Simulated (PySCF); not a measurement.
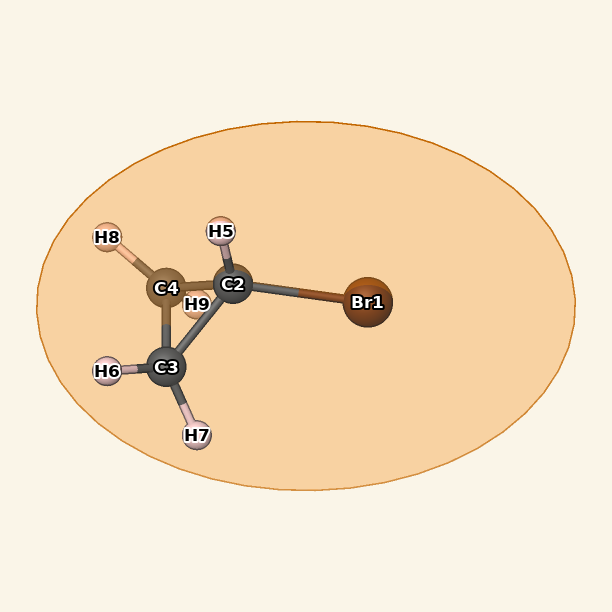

A disc through the centre of mass is drawn in. Atoms fade into the background with distance from the viewer. Computed geometry: PBE0-D3(BJ)/def2-TZVP optimisation. No frequency run is at hand to confirm it as a minimum.

**Is the plane of the disc a mirror plane of the structure?**

Yes. The reflection leaves Br1, C2, H5 in place and moves C3 ↔ C4; H6 ↔ H8; H7 ↔ H9. The point group is Cs.
